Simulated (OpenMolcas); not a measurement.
**Run report: AlCl, excited-state calculation (part 2 of 4)**

Continued. System: AlCl (aluminium monochloride), SMILES [Al][Cl]. Method: CASPT2/ANO-R1, sfX2C (OpenMolcas 26.06). 

Geometry of the input (Å):
```
Al 0.0000  0.0000  0.0000
Cl 0.0000  0.0000  2.1301
```

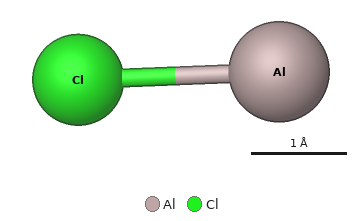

The input geometry (ball-and-stick view, seen at a tilt). Sticks mark near contacts.

The program's output, continued:
```
++    Static properties:
      ------------------

      LoProp Charges per center

                   AL1      CL2
      Nuclear     13.0000  17.0000
      Electronic -12.8926 -17.1074

      Total        0.1074  -0.1074
--

      Natural Bond Order analysis for root number:  2

++    Natural Bond Order analysis
      ---------------------------
      Based on LoProp computed density
      -------------------------------------------------------------------------------------
      Atom A       Atom B       Bond Order
      -------------------------------------------------------------------------------------
      NBO located      0.998 non-bonded electrons on atom AL1
      NBO located      0.999 non-bonded electrons on atom AL1
      NBO located      1.000 non-bonded electrons on atom AL1
      NBO located      1.000 non-bonded electrons on atom AL1
      NBO located      1.000 non-bonded electrons on atom AL1
      NBO located      0.980 non-bonded electrons on atom CL2
      NBO located      0.999 non-bonded electrons on atom CL2
      NBO located      1.007 non-bonded electrons on atom CL2
      NBO located      1.000 non-bonded electrons on atom CL2
      NBO located      1.000 non-bonded electrons on atom CL2
      NBO located      1.000 non-bonded electrons on atom CL2
      NBO located      1.000 non-bonded electrons on atom CL2
      The remaining    3.183 electrons are to be considered as diffuse
--

--

      Von Neumann Entropy (Root   3) =  0.33110

      Mulliken population analysis for root number:  3
      -----------------------------------------------

++    Molecular charges:
      ------------------

      Mulliken charges per centre
      ---------------------------

                AL1     CL2
      Total   12.8658 17.1342

      N-E      0.1342 -0.1342

      Total electronic charge=   30.000000

      Total            charge=   -0.000000
--

      Expectation values of various properties for root number:  3
      -----------------------------------------------------------

++    Molecular properties:
      ---------------------

      Charge (e):
                      =   -0.0000
      Dipole Moment (debye):
      Origin of the operator (angstrom)=    0.0000    0.0000    1.2024
                   X=  5.5670E-13               Y= -1.0926E-12               Z= -2.5114E+00           Total=  2.5114E+00
      Quadrupole Moment (debye*angstrom):
      Origin of the operator (angstrom)=    0.0000    0.0000    1.2024
                  XX= -2.7098E+01              XY=  5.2289E+00              XZ= -1.2138E-12              YY= -3.5632E+01
                  YZ=  2.1495E-12              ZZ= -1.9324E+01
      In traceless form (debye*angstrom)
                  XX=  3.8028E-01              XY=  7.8434E+00              XZ= -1.8208E-12              YY= -1.2421E+01
                  YZ=  3.2242E-12              ZZ=  1.2040E+01
--

      LoProp population analysis for root number:  3
      -----------------------------------------------

++    LoProp analysis:
      ----------------

++    Static properties:
      ------------------

      LoProp Charges per center

                   AL1      CL2
      Nuclear     13.0000  17.0000
      Electronic -12.9408 -17.0592

      Total        0.0592  -0.0592
--

      Natural Bond Order analysis for root number:  3

++    Natural Bond Order analysis
      ---------------------------
      Based on LoProp computed density
      -------------------------------------------------------------------------------------
      Atom A       Atom B       Bond Order
      -------------------------------------------------------------------------------------
      NBO located      1.000 non-bonded electrons on atom AL1
      NBO located      0.998 non-bonded electrons on atom AL1
      NBO located      0.999 non-bonded electrons on atom AL1
      NBO located      1.000 non-bonded electrons on atom AL1
      NBO located      1.000 non-bonded electrons on atom AL1
      NBO located      0.952 non-bonded electrons on atom CL2
      NBO located      0.999 non-bonded electrons on atom CL2
      NBO located      1.005 non-bonded electrons on atom CL2
      NBO located      1.000 non-bonded electrons on atom CL2
      NBO located      1.000 non-bonded electrons on atom CL2
      NBO located      1.000 non-bonded electrons on atom CL2
      NBO located      1.000 non-bonded electrons on atom CL2
      The remaining    3.146 electrons are to be considered as diffuse
--

--

      Average orbitals are written to the RASORB file
      Natural orbitals for root   1 are written to the RASORB.1 file
      Natural orbitals for root   2 are written to the RASORB.2 file
      Natural orbitals for root   3 are written to the RASORB.3 file
      Spin density orbitals for root   1 are written to the SPDORB.1 file
      Spin density orbitals for root   2 are written to the SPDORB.2 file
      Spin density orbitals for root   3 are written to the SPDORB.3 file

--- Stop Module: rasscf /rc=_RC_ALL_IS_WELL_ ---
           step3.RasOrb.3 step3.rasscf.h5 step3.SpdOrb.1 step3.SpdOrb.2 step3.SpdOrb.3 xmldump
--- Module rasscf spent 1 second ---

--- Start Module: caspt2 ---

                                              &CASPT2

                       available to each process: 1.9 GB of memory, 1 thread

++    Wave function specifications:
      -----------------------------

      Number of closed shell electrons          12
      Number of electrons in active shells       4
      Max number of holes in RAS1 space          0
      Max number of electrons in RAS3 space      0
      Number of inactive orbitals                6
      Number of active orbitals                  4
      Number of secondary orbitals              19
      Spin quantum number                      0.0
      State symmetry                             1
      Number of CSFs                            20
      Number of CASSCF root(s) available         3
      CASPT2 state passed to geometry opt.       3
      A file JOBMIX will be created
      This is a MULTI-STATE CASSCF reference
      Number of CI roots used                    3
      These are:                                 1   2   3
      Off-diagonal elements of Heff are computed
--

++    Orbital specifications:
      -----------------------

      Symmetry species                           1
                                                 a
      Frozen orbitals                            7
      Inactive orbitals                          6
      Active orbitals                            4
      Secondary orbitals                        19
      Deleted orbitals                           0
      Number of basis functions                 36
--

++    CASPT2 specifications:
      ----------------------

      Type of calculation                        MS-CASPT2
      Fock operator                              state-specific
      IPEA shift                                 0.25
      Real shift                                 0.00
      Imaginary shift                            0.20
      The input orbitals will be transformed to quasi-canonical
--

--------------------------------------------------------------------------------
 Estimated memory requirements:
  POLY3 :                   250840
  RHS:                      262484
  SIGMA :                   268240
  PRPCTL:                        0
 Available workspace:    232489507

++ CASPT2 computation for group   1

********************************************************************************
 Multi-State initialization phase begins for group   1
--------------------------------------------------------------------------------
********************************************************************************
 Compute H0 matrices for state    1
--------------------------------------------------------------------------------
--------------------------------------------------------------------------------
 H0 matrices have been computed.

********************************************************************************
  CASPT2 EQUATION SOLUTION
--------------------------------------------------------------------------------

  Total nr of CASPT2 parameters:
   Before reduction:       26429
   After  reduction:       24873

 Variance of |WF0>:       1.1544331308

 The contributions to the second order correlation energy in atomic units.
-----------------------------------------------------------------------------------------------------------------------------
  IT.      VJTU        VJTI        ATVX        AIVX        VJAI        BVAT        BJAT        BJAI        TOTAL       RNORM
-----------------------------------------------------------------------------------------------------------------------------
   1    -0.002149   -0.000945   -0.004778   -0.016640   -0.013543   -0.015395   -0.049336   -0.128299   -0.231086    0.003487
   2    -0.002188   -0.000957   -0.004805   -0.016740   -0.013596   -0.015440   -0.049406   -0.128338   -0.231469    0.000379
   3    -0.002187   -0.000957   -0.004806   -0.016745   -0.013600   -0.015442   -0.049408   -0.128341   -0.231487    0.000042
   4    -0.002187   -0.000957   -0.004806   -0.016744   -0.013599   -0.015441   -0.049407   -0.128340   -0.231483    0.000005
-----------------------------------------------------------------------------------------------------------------------------

  FINAL CASPT2 RESULT:

      Reference energy:        -703.3464990273
      E2 (Non-variational):      -0.2314827017
      Shift correction:          -0.0014622817
      E2 (Variational):          -0.2329449834
      Total energy:            -703.5794440107
      Residual norm:              0.0000005863
      Reference weight:           0.92891

      Contributions to the CASPT2 correlation energy
      Active & Virtual Only:         -0.0202471850
      One Inactive Excited:          -0.0683389234
      Two Inactive Excited:          -0.1428965932

++ Denominators, etc.
--------------------------------------------------------------------------------------------------------------
 Report on small energy denominators, large coefficients, and large energy contributions.
CASE  SYMM ACTIVE-MIX  NON-ACTIVE INDICES          DENOMINATOR     RHS VALUE       COEFFICIENT     CONTRIBUTION
AIVX     1  Mu1.0008  In1.013 Se1.026               2.10616514     -0.06005332      0.02688233     -0.00161437
AIVX     1  Mu1.0008  In1.012 Se1.027               2.10512135     -0.05937127      0.02651434     -0.00157419
BVATP    1  Mu1.0001  Se1.018 Se1.018               0.71477602     -0.03997364      0.05186325     -0.00207316
BVATP    1  Mu1.0002  Se1.018 Se1.018               0.94158921     -0.03368516      0.03427892     -0.00115469
BVATP    1  Mu1.0003  Se1.021 Se1.021               2.51165191      0.07096374     -0.02820712     -0.00200168
BJATM    1  Mu1.0001  In1.013 Se1.022 Se1.021       2.19682243      0.05947586     -0.02667688     -0.00158663
BJATM    1  Mu1.0002  In1.013 Se1.022 Se1.021       2.43477976      0.11193716     -0.04592990     -0.00514126
BJATM    1  Mu1.0001  In1.012 Se1.023 Se1.021       2.19747346      0.05995649     -0.02687482     -0.00161132
BJATM    1  Mu1.0002  In1.012 Se1.023 Se1.021       2.43543079      0.11257015     -0.04615579     -0.00519576
BJATM    1  Mu1.0002  In1.012 Se1.024 Se1.022       2.49165226     -0.06602481      0.02633122     -0.00173851
BJATM    1  Mu1.0002  In1.013 Se1.024 Se1.023       2.49141597     -0.06578359      0.02618739     -0.00172270
BJATM    1  Mu1.0002  In1.013 Se1.025 Se1.022       2.49119668      0.06652386     -0.02652845     -0.00176478
BJATM    1  Mu1.0002  In1.012 Se1.025 Se1.023       2.49184771     -0.06528035      0.02599297     -0.00169683
BJAIP    1  Se1.023 In1.012 Se1.023 In1.012         2.36325768      0.08173902     -0.03431113     -0.00280456
BJAIP    1  Se1.024 In1.012 Se1.024 In1.012         2.41905483      0.08419462     -0.03456916     -0.00291054
BJAIP    1  Se1.025 In1.012 Se1.025 In1.012         2.41903098      0.08403774     -0.03451439     -0.00290051
BJAIP    1  Se1.027 In1.012 Se1.027 In1.012         2.57956408      0.07100104     -0.02707144     -0.00192210
BJAIP    1  Se1.022 In1.012 Se1.023 In1.013         2.36260665      0.07030353     -0.02953074     -0.00207612
BJAIP    1  Se1.021 In1.012 Se1.024 In1.013         2.36218233      0.07669977     -0.03254793     -0.00249642
BJAIP    1  Se1.022 In1.013 Se1.022 In1.013         2.36195562      0.08177217     -0.03436490     -0.00281009
BJAIP    1  Se1.024 In1.013 Se1.024 In1.013         2.41816752      0.08392704     -0.03447108     -0.00289306
BJAIP    1  Se1.025 In1.013 Se1.025 In1.013         2.41814367      0.08407123     -0.03452103     -0.00290223
BJAIP    1  Se1.026 In1.013 Se1.026 In1.013         2.58165165      0.07128194     -0.02733004     -0.00194814
BJAIM    1  Se1.022 In1.012 Se1.022 In1.013         2.36260665     -0.08211043      0.03448941     -0.00283194
BJAIM    1  Se1.024 In1.012 Se1.024 In1.013         2.41859925     -0.16627004      0.06827998     -0.01135292
BJAIM    1  Se1.026 In1.012 Se1.026 In1.013         2.58060786     -0.07672879      0.02923586     -0.00224323
--

   (Skipping property calculation,
    use PROP keyword to activate)
--

++ CASPT2 computation for group   2

********************************************************************************
 Multi-State initialization phase begins for group   2
--------------------------------------------------------------------------------
********************************************************************************
 Compute H0 matrices for state    2
--------------------------------------------------------------------------------
--------------------------------------------------------------------------------
 H0 matrices have been computed.

********************************************************************************
  CASPT2 EQUATION SOLUTION
--------------------------------------------------------------------------------

  Total nr of CASPT2 parameters:
   Before reduction:       26429
   After  reduction:       24029

 Variance of |WF0>:       1.1219423850

 The contributions to the second order correlation energy in atomic units.
-----------------------------------------------------------------------------------------------------------------------------
  IT.      VJTU        VJTI        ATVX        AIVX        VJAI        BVAT        BJAT        BJAI        TOTAL       RNORM
-----------------------------------------------------------------------------------------------------------------------------
   1    -0.002216   -0.000807   -0.004328   -0.017883   -0.014391   -0.009851   -0.043195   -0.128323   -0.220995    0.002974
   2    -0.002243   -0.000821   -0.004350   -0.017976   -0.014444   -0.009885   -0.043256   -0.128355   -0.221330    0.000303
   3    -0.002243   -0.000821   -0.004350   -0.017978   -0.014446   -0.009886   -0.043257   -0.128356   -0.221337    0.000034
   4    -0.002243   -0.000821   -0.004350   -0.017977   -0.014446   -0.009885   -0.043256   -0.128356   -0.221334    0.000004
-----------------------------------------------------------------------------------------------------------------------------

  FINAL CASPT2 RESULT:

      Reference energy:        -703.1757338892
      E2 (Non-variational):      -0.2213340242
      Shift correction:          -0.0013364925
      E2 (Variational):          -0.2226705167
      Total energy:            -703.3984044059
      Residual norm:              0.0000004561
      Reference weight:           0.93289
```
